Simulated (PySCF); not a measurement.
**One shape, several levels: C3H6F2O (SMILES CC(O)(F)CF)**

Wanted: a comparison of 6 runs (B3LYP/cc-pVDZ, M06-2X/cc-pVDZ, M06-L/cc-pVDZ, r2SCAN/cc-pVDZ, wB97M-V/cc-pVDZ, wB97X/cc-pVDZ) of C3H6F2O. 

The results are computed with PySCF 2.14.0.

## (1) The structure to begin with

The species is C3H6F2O (12 atoms), meant as a singlet with charge 0. SMILES: `CC(O)(F)CF`. Geometry: relaxed at PBE0-D4/def2-TZVP. This is one conformer, not always the lowest.

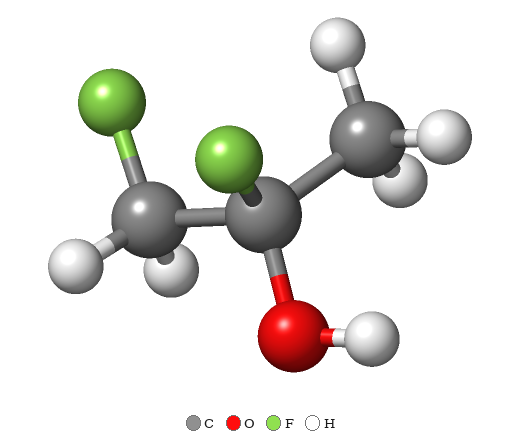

The structure, seen from a chosen angle (carbon grey, oxygen red, fluorine green, hydrogen white).

## (2) The energy at B3LYP/cc-pVDZ (run 1)

Input file mol.xyz:

```xyz
12

C     -1.223800     0.373000    -0.223300
C      0.207400    -0.083700    -0.361800
O      0.334600    -1.405900    -0.733200
F      0.800100     0.716200    -1.333100
C      1.027700     0.053800     0.906400
F      0.955400     1.339700     1.384400
H     -1.744200    -0.240700     0.513000
H     -1.257700     1.415500     0.090400
H     -1.730200     0.284000    -1.187500
H     -0.263600    -1.583100    -1.465600
H      0.642600    -0.628800     1.667700
H      2.069600    -0.185100     0.681700
```

Input file calc.py:

```python
from pyscf import gto, dft

molecule = gto.M(
    atom='mol.xyz',
    basis='cc-pvdz',
    spin=0,
    max_memory=1860,
    verbose=3,
)

mf = dft.RKS(molecule)
mf.xc = 'b3lyp'
mf.grids.level = 5
mf.conv_tol = 1e-10
mf.kernel()
if not mf.converged:
    mf = mf.newton().run(mf.mo_coeff, mf.mo_occ)

energy = mf.e_tot
print('E = %.10f Eh' % energy)
```

Command:

```
$ OMP_NUM_THREADS=1 python calc.py
```

The program printed:

```text
converged SCF energy = -392.85288478787
E = -392.8528847879 Eh
```

It took 38 s on 1 thread of Arm Neoverse V2, shared host; peak memory 0.63 GiB.

## (3) A single-point energy at M06-2X/cc-pVDZ (run 2)

Input file input.py:

```python
from pyscf import gto, dft

mol = gto.M(
    atom='''
C       -1.223800       0.373000      -0.223300
C        0.207400      -0.083700      -0.361800
O        0.334600      -1.405900      -0.733200
F        0.800100       0.716200      -1.333100
C        1.027700       0.053800       0.906400
F        0.955400       1.339700       1.384400
H       -1.744200      -0.240700       0.513000
H       -1.257700       1.415500       0.090400
H       -1.730200       0.284000      -1.187500
H       -0.263600      -1.583100      -1.465600
H        0.642600      -0.628800       1.667700
H        2.069600      -0.185100       0.681700
''',
    basis='cc-pvdz',
    max_memory=1860,
    verbose=3,
    charge=0,
)

mf = dft.RKS(mol, xc='m06-2x')
mf.grids.level = 5
mf.conv_tol = 1e-10
mf.kernel()
if not mf.converged:
    mf = mf.newton().run(mf.mo_coeff, mf.mo_occ)

e_tot = mf.e_tot
print('E = %.10f Eh' % e_tot)
```

Command:

```
$ OMP_NUM_THREADS=1 python input.py
```

The program printed:

```text
converged SCF energy = -392.71280439898
E = -392.7128043990 Eh
```

Run time: 80 s. Hardware: 1 thread of Arm Neoverse V2, shared host; peak memory 0.65 GiB.

Runs 3 to 5 aren't shown in full; the table further down has their settings and results.

## (4) A single-point energy at wB97X/cc-pVDZ (run 6)

Input file job.py:

```python
# CC(O)(F)CF
from pyscf import gto, dft

mol = gto.M(
    atom='''
C     -2.312647     0.704868    -0.421976
C      0.391929    -0.158170    -0.683703
O      0.632302    -2.656766    -1.385547
F      1.511970     1.353422    -2.519194
C      1.942072     0.101667     1.712848
F      1.805444     2.531666     2.616137
H     -3.296060    -0.454857     0.969430
H     -2.376709     2.674907     0.170831
H     -3.269604     0.536682    -2.244050
H     -0.498132    -2.991625    -2.769583
H      1.214338    -1.188260     3.151496
H      3.910977    -0.349788     1.288226
''',
    verbose=3,
    basis='cc-pvdz',
    unit='bohr',
    max_memory=1860,
    charge=0,
)

myscf = dft.RKS(mol)
myscf.xc = 'wb97x'
myscf.grids.level = 5
myscf.conv_tol = 1e-10
myscf.kernel()
if not myscf.converged:
    myscf = myscf.newton().run(myscf.mo_coeff, myscf.mo_occ)

e_tot = myscf.e_tot
print('E(%s) = %.9f' % ('WB97X', e_tot))
```

Command:

```
$ OMP_NUM_THREADS=1 python job.py
```

The program printed:

```text
converged SCF energy = -392.767989165457
E(WB97X) = -392.767989165
```

It took 56 s on 1 thread of Arm Neoverse V2, shared host; peak memory 0.63 GiB.

## (5) All runs side by side

```csv
run,level,nlc grid,energy (Eh),dipole moment (D),HOMO energy (eV),LUMO energy (eV),wall time
1,B3LYP/cc-pVDZ,–,-392.852885,2.42,-8.49,1.16,38 s
2,M06-2X/cc-pVDZ,–,-392.712804,2.51,-10.41,2.26,80 s
3,M06-L/cc-pVDZ,–,-392.809338,2.45,-7.45,1.31,79 s
4,r2SCAN/cc-pVDZ,–,-392.668796,2.43,-7.44,1.34,79 s
5,wB97M-V/cc-pVDZ,1,-392.724528,2.44,-11.21,3.24,3 min
6,wB97X/cc-pVDZ,–,-392.767989,2.48,-11.30,3.79,56 s
```

## (6) Outcome

| quantity | value |
| --- | --- |
| run 6: total energy | -392.76799 Eh |
| run 6: dipole moment | 2.48 D |
| run 6: HOMO energy | -11.30 eV |
| run 6: LUMO energy | 3.79 eV |
| run 6: HOMO–LUMO gap | 15.09 eV |

**Reading.** The dipole moment (its size) runs from 2.42 D (B3LYP/cc-pVDZ) to 2.51 D (M06-2X/cc-pVDZ). The HOMO–LUMO gap runs from 8.77 eV (M06-L/cc-pVDZ) to 15.09 eV (wB97X/cc-pVDZ). Totals of different functionals can't be ranked against each other. All runs together took 8.5 min, the longest 3 min.
